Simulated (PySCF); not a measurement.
SMILES [GeH3]/[CH]=C\c1cccs1 (C6H8GeS) at its GFN2-xTB optimised geometry (Å):

```
16

Ge    -2.5181    -0.2731    -0.0145
C     -1.2773    -1.7663    -0.0046
C      0.0602    -1.7414     0.0000
C      0.9072    -0.5870     0.0000
C      2.2807    -0.5870     0.0000
C      2.8384     0.7031     0.0000
C      1.8902     1.6781     0.0003
S      0.2978     1.0367     0.0005
H     -3.8959    -0.8622    -0.0218
H     -2.4133     0.5961     1.1949
H     -2.3980     0.5915    -1.2257
H     -1.7486    -2.7413    -0.0036
H      0.6108    -2.6779     0.0041
H      2.8656    -1.4900    -0.0003
H      3.8959     0.8991    -0.0001
H      2.0267     2.7413     0.0007
```

Method: PBE/def2-TZVP (PySCF).

Map of the electrostatic potential (hartree/e), clipped to [-0.08, 0.12] on the plane z = 1.5 Å:

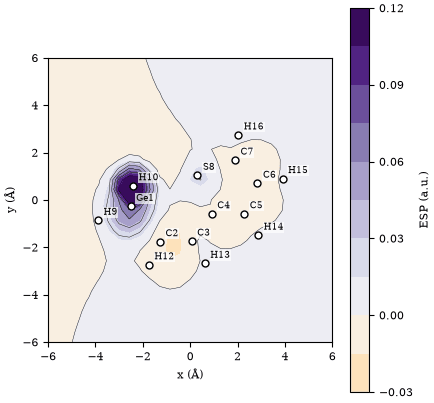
*Electrostatic potential (hartree/e), clipped to [-0.08, 0.12] on the plane z = 1.5 Å.*
